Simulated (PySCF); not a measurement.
C5H12Si

```xyz
18

C     2.4018    0.0889    0.3308
C     1.2279   -0.7595   -0.1493
C     0.0143    0.0863   -0.5123
C    -0.6657    0.8174    0.6678
C    -2.1456    0.5427    0.3322
Si   -1.6441   -0.7710   -0.9607
H     2.1229    0.6618    1.2121
H     3.2533   -0.5394    0.5855
H     2.7088    0.7864   -0.4462
H     1.5363   -1.3382   -1.0243
H     0.9542   -1.4712    0.6335
H     0.3199    0.8100   -1.2730
H    -0.4213    1.8776    0.7318
H    -0.3932    0.3497    1.6135
H    -2.7404    0.2288    1.1869
H    -2.6315    1.4174   -0.0963
H    -2.1436   -0.6209   -2.3270
H    -1.7628   -2.1607   -0.5167
```

Geometry: GFN2-xTB.

Computed with PySCF 2.14.0, PBE0/pcSseg-1, SCF density, gas phase, non-relativistic.

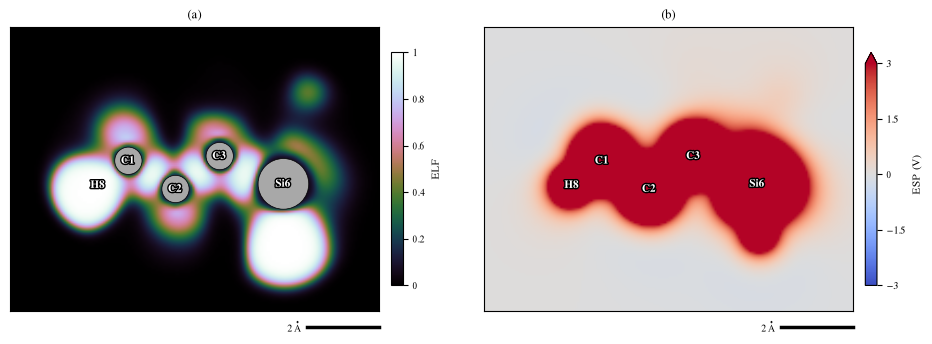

Figure 1. (a) ELF; (b) electrostatic potential on the plane of atoms C2, C3 and Si6. Grey discs cover the atomic cores in the ELF map.

Q: What do the fields say about this system?

A:
- The section cuts through C, Si and H sites.
- C–C (1.52 Å): the ELF peaks at about 0.95 between the atoms: a shared electron pair.
- C–Si (1.92 Å): the ELF peaks at about 0.95 between the atoms (a covalent bond).
- C–H (1.09 Å): the ELF climbs to about 1 towards the hydrogen, as it does in any bond to H (a covalent bond by its length).
- The potential has no marked negative region in this plane.

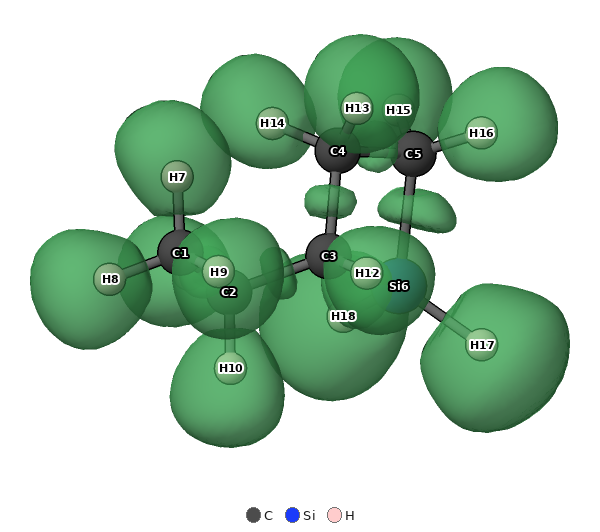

Figure 2. Isosurface of the ELF at 0.85 (green), seen at an oblique angle. Only the valence region is drawn (cores and ρ < 0.01 e/Å³ removed).

Q: Where are the electrons localised?

A: At this value the surface marks out four regions between bonded C–C atoms (shared pairs), two regions between bonded C–Si atoms (shared pairs) and twelve regions around hydrogen nuclei.


 C–Si (1.91 Å): the ELF peaks at about 0.95 between the atoms, as expected for a covalent bond.

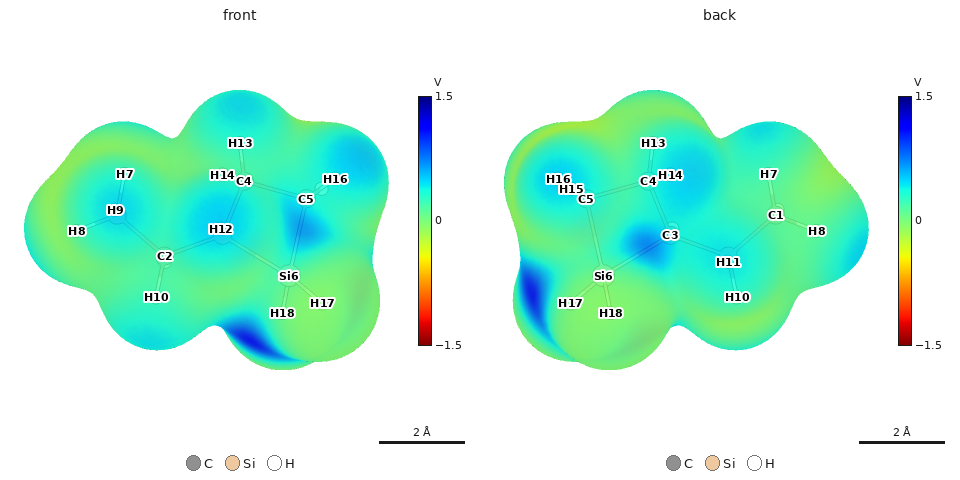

Figure 3. The molecular electrostatic potential painted on the density surface at 0.002 e/bohr³, seen from the front and from behind; the colour scale runs from red (negative) to blue (positive).

Q: Which sites attract a positive test charge, and which a negative one?

A: A positive charge is drawn to the negative regions and a negative charge to the positive ones. The most negative region (about −0.2 V) lies over C5, the most positive (about +1.0 V) over Si6.

Q: How polar is the molecule by this calculation?

A: Its dipole moment is 0.18 D.
